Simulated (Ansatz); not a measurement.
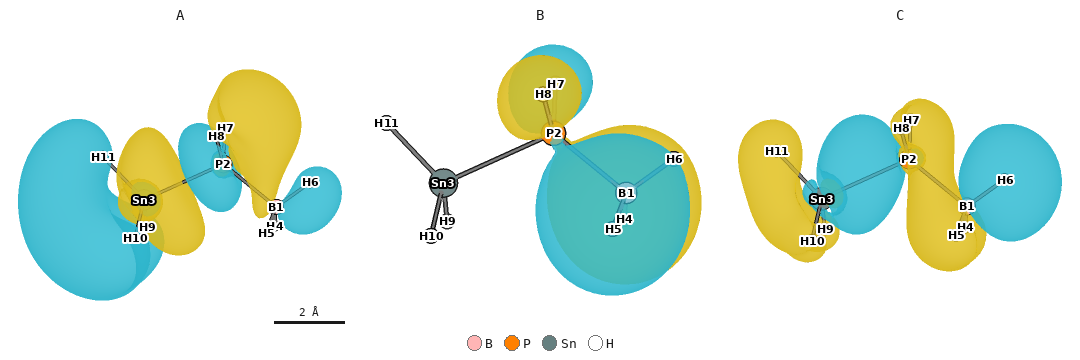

BH8PSn. Three frontier orbitals at ±0.05 Å⁻³ᐟ² (yellow and cyan are the two phases), in no order.

Geometry: PBE0-D3(BJ)/def2-SVP; core potentials replace the inner electrons of Sn.

Level of theory: Ansatz 0.2.0, isolated molecule in a Gaussian basis; Kohn-Sham density functional theory, functional PBE0.

```xyz
11

B     1.4018   -0.8318    0.3553
P     1.8676    0.7429    1.3930
Sn    0.2450    1.4101    3.2044
H     0.3229   -0.5322   -0.1345
H     1.3307   -1.7105    1.2018
H     2.3104   -0.9658   -0.4481
H     2.0468    1.9578    0.6810
H     3.1059    0.7184    2.0863
H    -1.2405    1.7217    2.4284
H     0.1468    0.0864    4.2741
H     0.8371    2.8059    3.9958
```

Q: Order the three orbitals by energy and name them.

A: B is the HOMO−1 (−8.42 eV). Its weight (Hirshfeld) is mainly on B1 (about 40 %), H4 (about 25 %) and H5 (about 25 %). C is the HOMO (−8.01 eV). It lies mainly on H6 (about 30 %), B1 (about 25 %), P2 (about 20 %) and Sn3 (about 15 %). A is the LUMO (−0.93 eV). It lies mainly on Sn3 (about 45 %), P2 (about 25 %) and H11 (about 5 %).

Q: What is the HOMO–LUMO gap?

A: 7.08 eV between the orbital energies.
